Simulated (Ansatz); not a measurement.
# Run report: BSiNH₆Cl₂O, molecular dynamics (part 2 of 3)

The same run, continued: BSiNH₆Cl₂O; RKS revPBE/def2-SVP (Ansatz 0.2.0). It belongs to a series of runs on one base structure; here: dynamics from the highest image of the converged band.

Geometry of the input (Å):
```
B  0.0931  0.2786  0.1641
O  0.0277  -0.0799  1.7287
H  -0.8910  -0.3128  1.9733
Cl 1.4400  -0.6457  -0.6479
Cl -1.5921  0.0524  -0.5713
N  0.4295  1.7848  0.4757
H  1.4351  1.9720  0.3541
Si -0.5979  3.1755  -0.0350
H  -0.8353  3.2010  -1.5165
H  -1.8983  3.1210  0.7094
H  0.1611  4.4098  0.3701
H  0.1980  1.0917  1.6639
```

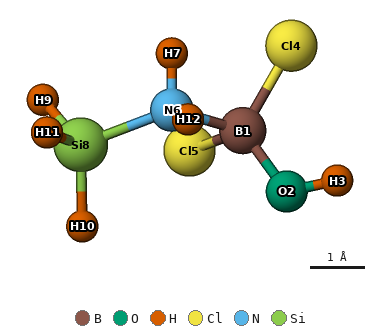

Figure 1. The geometry at step 143 of the log (ball-and-stick view, seen at a tilt; atoms are numbered from 1 in the order of the input).

### Log, continued
```
md step    87: t =    43.50 fs  T =   403.9 K  F+E_penalty+E_count = -37216.43657220 eV  E_kin = 0.522103 eV  conserved = -37215.91446923 eV  (31 SCF iters)
md step    88: t =    44.00 fs  T =   408.5 K  F+E_penalty+E_count = -37216.44302087 eV  E_kin = 0.528092 eV  conserved = -37215.91492924 eV  (31 SCF iters)
md step    89: t =    44.50 fs  T =   405.6 K  F+E_penalty+E_count = -37216.43935344 eV  E_kin = 0.524334 eV  conserved = -37215.91501991 eV  (31 SCF iters)
md step    90: t =    45.00 fs  T =   394.7 K  F+E_penalty+E_count = -37216.42473401 eV  E_kin = 0.510148 eV  conserved = -37215.91458583 eV  (31 SCF iters)
md step    91: t =    45.50 fs  T =   381.1 K  F+E_penalty+E_count = -37216.40632426 eV  E_kin = 0.492570 eV  conserved = -37215.91375425 eV  (30 SCF iters)
md step    92: t =    46.00 fs  T =   374.5 K  F+E_penalty+E_count = -37216.39702239 eV  E_kin = 0.484030 eV  conserved = -37215.91299285 eV  (30 SCF iters)
md step    93: t =    46.50 fs  T =   383.3 K  F+E_penalty+E_count = -37216.40833105 eV  E_kin = 0.495496 eV  conserved = -37215.91283524 eV  (30 SCF iters)
md step    94: t =    47.00 fs  T =   409.3 K  F+E_penalty+E_count = -37216.44255109 eV  E_kin = 0.529124 eV  conserved = -37215.91342678 eV  (30 SCF iters)
md step    95: t =    47.50 fs  T =   445.9 K  F+E_penalty+E_count = -37216.49071397 eV  E_kin = 0.576323 eV  conserved = -37215.91439058 eV  (30 SCF iters)
md step    96: t =    48.00 fs  T =   481.9 K  F+E_penalty+E_count = -37216.53807848 eV  E_kin = 0.622901 eV  conserved = -37215.91517711 eV  (30 SCF iters)
md step    97: t =    48.50 fs  T =   508.1 K  F+E_penalty+E_count = -37216.57230566 eV  E_kin = 0.656832 eV  conserved = -37215.91547369 eV  (30 SCF iters)
md step    98: t =    49.00 fs  T =   520.7 K  F+E_penalty+E_count = -37216.58840058 eV  E_kin = 0.673104 eV  conserved = -37215.91529692 eV  (30 SCF iters)
md step    99: t =    49.50 fs  T =   521.4 K  F+E_penalty+E_count = -37216.58876852 eV  E_kin = 0.673925 eV  conserved = -37215.91484375 eV  (30 SCF iters)
md step   100: t =    50.00 fs  T =   515.3 K  F+E_penalty+E_count = -37216.58035288 eV  E_kin = 0.666023 eV  conserved = -37215.91432965 eV  (31 SCF iters)
md step   101: t =    50.50 fs  T =   508.6 K  F+E_penalty+E_count = -37216.57129370 eV  E_kin = 0.657385 eV  conserved = -37215.91390834 eV  (31 SCF iters)
md step   102: t =    51.00 fs  T =   506.5 K  F+E_penalty+E_count = -37216.56840153 eV  E_kin = 0.654736 eV  conserved = -37215.91366511 eV  (31 SCF iters)
md step   103: t =    51.50 fs  T =   512.2 K  F+E_penalty+E_count = -37216.57567598 eV  E_kin = 0.662040 eV  conserved = -37215.91363624 eV  (31 SCF iters)
md step   104: t =    52.00 fs  T =   525.9 K  F+E_penalty+E_count = -37216.59365866 eV  E_kin = 0.679838 eV  conserved = -37215.91382072 eV  (31 SCF iters)
md step   105: t =    52.50 fs  T =   545.6 K  F+E_penalty+E_count = -37216.61941874 eV  E_kin = 0.705233 eV  conserved = -37215.91418597 eV  (31 SCF iters)
md step   106: t =    53.00 fs  T =   566.6 K  F+E_penalty+E_count = -37216.64709898 eV  E_kin = 0.732437 eV  conserved = -37215.91466155 eV  (31 SCF iters)
md step   107: t =    53.50 fs  T =   583.3 K  F+E_penalty+E_count = -37216.66909943 eV  E_kin = 0.753968 eV  conserved = -37215.91513141 eV  (30 SCF iters)
md step   108: t =    54.00 fs  T =   589.9 K  F+E_penalty+E_count = -37216.67799330 eV  E_kin = 0.762561 eV  conserved = -37215.91543199 eV  (30 SCF iters)
md step   109: t =    54.50 fs  T =   583.1 K  F+E_penalty+E_count = -37216.66908966 eV  E_kin = 0.753694 eV  conserved = -37215.91539556 eV  (30 SCF iters)
md step   110: t =    55.00 fs  T =   563.2 K  F+E_penalty+E_count = -37216.64297001 eV  E_kin = 0.728029 eV  conserved = -37215.91494109 eV  (30 SCF iters)
md step   111: t =    55.50 fs  T =   535.6 K  F+E_penalty+E_count = -37216.60656231 eV  E_kin = 0.692366 eV  conserved = -37215.91419610 eV  (30 SCF iters)
md step   112: t =    56.00 fs  T =   508.7 K  F+E_penalty+E_count = -37216.57106542 eV  E_kin = 0.657547 eV  conserved = -37215.91351836 eV  (30 SCF iters)
md step   113: t =    56.50 fs  T =   490.0 K  F+E_penalty+E_count = -37216.54662191 eV  E_kin = 0.633334 eV  conserved = -37215.91328828 eV  (30 SCF iters)
md step   114: t =    57.00 fs  T =   482.1 K  F+E_penalty+E_count = -37216.53677712 eV  E_kin = 0.623176 eV  conserved = -37215.91360125 eV  (30 SCF iters)
md step   115: t =    57.50 fs  T =   481.9 K  F+E_penalty+E_count = -37216.53706271 eV  E_kin = 0.622878 eV  conserved = -37215.91418498 eV  (30 SCF iters)
md step   116: t =    58.00 fs  T =   482.9 K  F+E_penalty+E_count = -37216.53885019 eV  E_kin = 0.624200 eV  conserved = -37215.91465005 eV  (30 SCF iters)
md step   117: t =    58.50 fs  T =   479.8 K  F+E_penalty+E_count = -37216.53502568 eV  E_kin = 0.620243 eV  conserved = -37215.91478237 eV  (31 SCF iters)
md step   118: t =    59.00 fs  T =   470.9 K  F+E_penalty+E_count = -37216.52333323 eV  E_kin = 0.608729 eV  conserved = -37215.91460399 eV  (31 SCF iters)
md step   119: t =    59.50 fs  T =   458.0 K  F+E_penalty+E_count = -37216.50626644 eV  E_kin = 0.592004 eV  conserved = -37215.91426259 eV  (30 SCF iters)
md step   120: t =    60.00 fs  T =   444.9 K  F+E_penalty+E_count = -37216.48896274 eV  E_kin = 0.575054 eV  conserved = -37215.91390880 eV  (31 SCF iters)
md step   121: t =    60.50 fs  T =   435.7 K  F+E_penalty+E_count = -37216.47688601 eV  E_kin = 0.563242 eV  conserved = -37215.91364386 eV  (31 SCF iters)
md step   122: t =    61.00 fs  T =   433.8 K  F+E_penalty+E_count = -37216.47419159 eV  E_kin = 0.560677 eV  conserved = -37215.91351494 eV  (31 SCF iters)
md step   123: t =    61.50 fs  T =   440.5 K  F+E_penalty+E_count = -37216.48291497 eV  E_kin = 0.569387 eV  conserved = -37215.91352775 eV  (31 SCF iters)
md step   124: t =    62.00 fs  T =   455.8 K  F+E_penalty+E_count = -37216.50282292 eV  E_kin = 0.589159 eV  conserved = -37215.91366404 eV  (31 SCF iters)
md step   125: t =    62.50 fs  T =   478.0 K  F+E_penalty+E_count = -37216.53170643 eV  E_kin = 0.617817 eV  conserved = -37215.91388929 eV  (31 SCF iters)
md step   126: t =    63.00 fs  T =   504.2 K  F+E_penalty+E_count = -37216.56594508 eV  E_kin = 0.651782 eV  conserved = -37215.91416336 eV  (31 SCF iters)
md step   127: t =    63.50 fs  T =   531.3 K  F+E_penalty+E_count = -37216.60120618 eV  E_kin = 0.686770 eV  conserved = -37215.91443619 eV  (31 SCF iters)
md step   128: t =    64.00 fs  T =   556.0 K  F+E_penalty+E_count = -37216.63330324 eV  E_kin = 0.718668 eV  conserved = -37215.91463559 eV  (31 SCF iters)
md step   129: t =    64.50 fs  T =   576.1 K  F+E_penalty+E_count = -37216.65935959 eV  E_kin = 0.744694 eV  conserved = -37215.91466544 eV  (31 SCF iters)
md step   130: t =    65.00 fs  T =   591.6 K  F+E_penalty+E_count = -37216.67921355 eV  E_kin = 0.764754 eV  conserved = -37215.91445952 eV  (31 SCF iters)
md step   131: t =    65.50 fs  T =   605.1 K  F+E_penalty+E_count = -37216.69622960 eV  E_kin = 0.782143 eV  conserved = -37215.91408696 eV  (31 SCF iters)
md step   132: t =    66.00 fs  T =   620.7 K  F+E_penalty+E_count = -37216.71608753 eV  E_kin = 0.802298 eV  conserved = -37215.91378913 eV  (31 SCF iters)
md step   133: t =    66.50 fs  T =   641.6 K  F+E_penalty+E_count = -37216.74319321 eV  E_kin = 0.829364 eV  conserved = -37215.91382928 eV  (31 SCF iters)
md step   134: t =    67.00 fs  T =   667.4 K  F+E_penalty+E_count = -37216.77694459 eV  E_kin = 0.862691 eV  conserved = -37215.91425318 eV  (31 SCF iters)
md step   135: t =    67.50 fs  T =   693.4 K  F+E_penalty+E_count = -37216.81115453 eV  E_kin = 0.896321 eV  conserved = -37215.91483320 eV  (31 SCF iters)
md step   136: t =    68.00 fs  T =   713.3 K  F+E_penalty+E_count = -37216.83731988 eV  E_kin = 0.922047 eV  conserved = -37215.91527333 eV  (31 SCF iters)
md step   137: t =    68.50 fs  T =   722.2 K  F+E_penalty+E_count = -37216.84893682 eV  E_kin = 0.933518 eV  conserved = -37215.91541928 eV  (31 SCF iters)
md step   138: t =    69.00 fs  T =   718.4 K  F+E_penalty+E_count = -37216.84384236 eV  E_kin = 0.928545 eV  conserved = -37215.91529756 eV  (31 SCF iters)
md step   139: t =    69.50 fs  T =   703.2 K  F+E_penalty+E_count = -37216.82394491 eV  E_kin = 0.908924 eV  conserved = -37215.91502126 eV  (30 SCF iters)
md step   140: t =    70.00 fs  T =   679.9 K  F+E_penalty+E_count = -37216.79359426 eV  E_kin = 0.878897 eV  conserved = -37215.91469708 eV  (31 SCF iters)
md step   141: t =    70.50 fs  T =   652.6 K  F+E_penalty+E_count = -37216.75794116 eV  E_kin = 0.843550 eV  conserved = -37215.91439150 eV  (31 SCF iters)
md step   142: t =    71.00 fs  T =   624.9 K  F+E_penalty+E_count = -37216.72186898 eV  E_kin = 0.807732 eV  conserved = -37215.91413730 eV  (31 SCF iters)
md step   143: t =    71.50 fs  T =   599.9 K  F+E_penalty+E_count = -37216.68943167 eV  E_kin = 0.775475 eV  conserved = -37215.91395624 eV  (31 SCF iters)
md step   144: t =    72.00 fs  T =   579.9 K  F+E_penalty+E_count = -37216.66344525 eV  E_kin = 0.749560 eV  conserved = -37215.91388513 eV  (31 SCF iters)
md step   145: t =    72.50 fs  T =   565.5 K  F+E_penalty+E_count = -37216.64489247 eV  E_kin = 0.730915 eV  conserved = -37215.91397745 eV  (30 SCF iters)
md step   146: t =    73.00 fs  T =   555.4 K  F+E_penalty+E_count = -37216.63213169 eV  E_kin = 0.717857 eV  conserved = -37215.91427454 eV  (31 SCF iters)
md step   147: t =    73.50 fs  T =   545.9 K  F+E_penalty+E_count = -37216.62038582 eV  E_kin = 0.705640 eV  conserved = -37215.91474604 eV  (30 SCF iters)
md step   148: t =    74.00 fs  T =   531.6 K  F+E_penalty+E_count = -37216.60236838 eV  E_kin = 0.687124 eV  conserved = -37215.91524452 eV  (30 SCF iters)
md step   149: t =    74.50 fs  T =   506.9 K  F+E_penalty+E_count = -37216.57069762 eV  E_kin = 0.655184 eV  conserved = -37215.91551347 eV  (30 SCF iters)
md step   150: t =    75.00 fs  T =   469.2 K  F+E_penalty+E_count = -37216.52183895 eV  E_kin = 0.606542 eV  conserved = -37215.91529704 eV  (30 SCF iters)
md step   151: t =    75.50 fs  T =   421.9 K  F+E_penalty+E_count = -37216.45983243 eV  E_kin = 0.545298 eV  conserved = -37215.91453492 eV  (30 SCF iters)
md step   152: t =    76.00 fs  T =   374.0 K  F+E_penalty+E_count = -37216.39690391 eV  E_kin = 0.483385 eV  conserved = -37215.91351926 eV  (30 SCF iters)
md step   153: t =    76.50 fs  T =   337.4 K  F+E_penalty+E_count = -37216.34886017 eV  E_kin = 0.436072 eV  conserved = -37215.91278790 eV  (30 SCF iters)
md step   154: t =    77.00 fs  T =   320.5 K  F+E_penalty+E_count = -37216.32702047 eV  E_kin = 0.414287 eV  conserved = -37215.91273368 eV  (31 SCF iters)
md step   155: t =    77.50 fs  T =   324.2 K  F+E_penalty+E_count = -37216.33238776 eV  E_kin = 0.419101 eV  conserved = -37215.91328673 eV  (30 SCF iters)
md step   156: t =    78.00 fs  T =   342.3 K  F+E_penalty+E_count = -37216.35652240 eV  E_kin = 0.442481 eV  conserved = -37215.91404111 eV  (32 SCF iters)
md step   157: t =    78.50 fs  T =   365.8 K  F+E_penalty+E_count = -37216.38746268 eV  E_kin = 0.472837 eV  conserved = -37215.91462555 eV  (31 SCF iters)
md step   158: t =    79.00 fs  T =   387.3 K  F+E_penalty+E_count = -37216.41546405 eV  E_kin = 0.500565 eV  conserved = -37215.91489890 eV  (32 SCF iters)
md step   159: t =    79.50 fs  T =   402.8 K  F+E_penalty+E_count = -37216.43552098 eV  E_kin = 0.520631 eV  conserved = -37215.91488951 eV  (30 SCF iters)
md step   160: t =    80.00 fs  T =   412.0 K  F+E_penalty+E_count = -37216.44722654 eV  E_kin = 0.532548 eV  conserved = -37215.91467885 eV  (31 SCF iters)
md step   161: t =    80.50 fs  T =   417.2 K  F+E_penalty+E_count = -37216.45359353 eV  E_kin = 0.539242 eV  conserved = -37215.91435200 eV  (31 SCF iters)
md step   162: t =    81.00 fs  T =   422.1 K  F+E_penalty+E_count = -37216.45965564 eV  E_kin = 0.545653 eV  conserved = -37215.91400223 eV  (30 SCF iters)
md step   163: t =    81.50 fs  T =   431.0 K  F+E_penalty+E_count = -37216.47088628 eV  E_kin = 0.557146 eV  conserved = -37215.91374010 eV  (30 SCF iters)
md step   164: t =    82.00 fs  T =   447.0 K  F+E_penalty+E_count = -37216.49140253 eV  E_kin = 0.577734 eV  conserved = -37215.91366883 eV  (31 SCF iters)
md step   165: t =    82.50 fs  T =   470.7 K  F+E_penalty+E_count = -37216.52231771 eV  E_kin = 0.608472 eV  conserved = -37215.91384568 eV  (31 SCF iters)
md step   166: t =    83.00 fs  T =   500.2 K  F+E_penalty+E_count = -37216.56085662 eV  E_kin = 0.646610 eV  conserved = -37215.91424693 eV  (30 SCF iters)
md step   167: t =    83.50 fs  T =   530.7 K  F+E_penalty+E_count = -37216.60072971 eV  E_kin = 0.685962 eV  conserved = -37215.91476751 eV  (30 SCF iters)
md step   168: t =    84.00 fs  T =   555.9 K  F+E_penalty+E_count = -37216.63380235 eV  E_kin = 0.718560 eV  conserved = -37215.91524253 eV  (31 SCF iters)
md step   169: t =    84.50 fs  T =   570.3 K  F+E_penalty+E_count = -37216.65269525 eV  E_kin = 0.737209 eV  conserved = -37215.91548675 eV  (30 SCF iters)
md step   170: t =    85.00 fs  T =   571.2 K  F+E_penalty+E_count = -37216.65364026 eV  E_kin = 0.738278 eV  conserved = -37215.91536227 eV  (31 SCF iters)
md step   171: t =    85.50 fs  T =   559.8 K  F+E_penalty+E_count = -37216.63851431 eV  E_kin = 0.723640 eV  conserved = -37215.91487423 eV  (31 SCF iters)
md step   172: t =    86.00 fs  T =   541.9 K  F+E_penalty+E_count = -37216.61465792 eV  E_kin = 0.700428 eV  conserved = -37215.91422962 eV  (31 SCF iters)
md step   173: t =    86.50 fs  T =   524.5 K  F+E_penalty+E_count = -37216.59173044 eV  E_kin = 0.677976 eV  conserved = -37215.91375462 eV  (29 SCF iters)
md step   174: t =    87.00 fs  T =   513.1 K  F+E_penalty+E_count = -37216.57689945 eV  E_kin = 0.663223 eV  conserved = -37215.91367631 eV  (29 SCF iters)
md step   175: t =    87.50 fs  T =   508.7 K  F+E_penalty+E_count = -37216.57147535 eV  E_kin = 0.657509 eV  conserved = -37215.91396601 eV  (29 SCF iters)
md step   176: t =    88.00 fs  T =   508.1 K  F+E_penalty+E_count = -37216.57121708 eV  E_kin = 0.656818 eV  conserved = -37215.91439893 eV  (30 SCF iters)
md step   177: t =    88.50 fs  T =   506.6 K  F+E_penalty+E_count = -37216.56955444 eV  E_kin = 0.654817 eV  conserved = -37215.91473726 eV  (30 SCF iters)
md step   178: t =    89.00 fs  T =   500.0 K  F+E_penalty+E_count = -37216.56119806 eV  E_kin = 0.646356 eV  conserved = -37215.91484185 eV  (30 SCF iters)
md step   179: t =    89.50 fs  T =   487.1 K  F+E_penalty+E_count = -37216.54437558 eV  E_kin = 0.629689 eV  conserved = -37215.91468669 eV  (29 SCF iters)
md step   180: t =    90.00 fs  T =   469.6 K  F+E_penalty+E_count = -37216.52133876 eV  E_kin = 0.607004 eV  conserved = -37215.91433482 eV  (30 SCF iters)
md step   181: t =    90.50 fs  T =   451.4 K  F+E_penalty+E_count = -37216.49743812 eV  E_kin = 0.583528 eV  conserved = -37215.91390978 eV  (30 SCF iters)
md step   182: t =    91.00 fs  T =   437.6 K  F+E_penalty+E_count = -37216.47922955 eV  E_kin = 0.565681 eV  conserved = -37215.91354834 eV  (32 SCF iters)
md step   183: t =    91.50 fs  T =   432.4 K  F+E_penalty+E_count = -37216.47232767 eV  E_kin = 0.558975 eV  conserved = -37215.91335316 eV  (32 SCF iters)
md step   184: t =    92.00 fs  T =   438.2 K  F+E_penalty+E_count = -37216.47979819 eV  E_kin = 0.566439 eV  conserved = -37215.91335906 eV  (32 SCF iters)
md step   185: t =    92.50 fs  T =   454.9 K  F+E_penalty+E_count = -37216.50156903 eV  E_kin = 0.588025 eV  conserved = -37215.91354371 eV  (31 SCF iters)
md step   186: t =    93.00 fs  T =   480.3 K  F+E_penalty+E_count = -37216.53474257 eV  E_kin = 0.620885 eV  conserved = -37215.91385725 eV  (32 SCF iters)
md step   187: t =    93.50 fs  T =   510.7 K  F+E_penalty+E_count = -37216.57440913 eV  E_kin = 0.660176 eV  conserved = -37215.91423297 eV  (31 SCF iters)
md step   188: t =    94.00 fs  T =   541.7 K  F+E_penalty+E_count = -37216.61476924 eV  E_kin = 0.700193 eV  conserved = -37215.91457607 eV  (31 SCF iters)
md step   189: t =    94.50 fs  T =   569.3 K  F+E_penalty+E_count = -37216.65067247 eV  E_kin = 0.735914 eV  conserved = -37215.91475866 eV  (31 SCF iters)
md step   190: t =    95.00 fs  T =   591.7 K  F+E_penalty+E_count = -37216.67955608 eV  E_kin = 0.764889 eV  conserved = -37215.91466699 eV  (31 SCF iters)
md step   191: t =    95.50 fs  T =   610.2 K  F+E_penalty+E_count = -37216.70302345 eV  E_kin = 0.788716 eV  conserved = -37215.91430738 eV  (30 SCF iters)
md step   192: t =    96.00 fs  T =   628.7 K  F+E_penalty+E_count = -37216.72655261 eV  E_kin = 0.812669 eV  conserved = -37215.91388368 eV  (30 SCF iters)
md step   193: t =    96.50 fs  T =   651.9 K  F+E_penalty+E_count = -37216.75638029 eV  E_kin = 0.842672 eV  conserved = -37215.91370876 eV  (30 SCF iters)
md step   194: t =    97.00 fs  T =   681.6 K  F+E_penalty+E_count = -37216.79499931 eV  E_kin = 0.881047 eV  conserved = -37215.91395257 eV  (30 SCF iters)
md step   195: t =    97.50 fs  T =   715.1 K  F+E_penalty+E_count = -37216.83879573 eV  E_kin = 0.924309 eV  conserved = -37215.91448672 eV  (30 SCF iters)
md step   196: t =    98.00 fs  T =   746.5 K  F+E_penalty+E_count = -37216.87994291 eV  E_kin = 0.964939 eV  conserved = -37215.91500378 eV  (30 SCF iters)
md step   197: t =    98.50 fs  T =   770.2 K  F+E_penalty+E_count = -37216.91082744 eV  E_kin = 0.995553 eV  conserved = -37215.91527436 eV  (30 SCF iters)
md step   198: t =    99.00 fs  T =   783.1 K  F+E_penalty+E_count = -37216.92746336 eV  E_kin = 1.012204 eV  conserved = -37215.91525895 eV  (30 SCF iters)
```
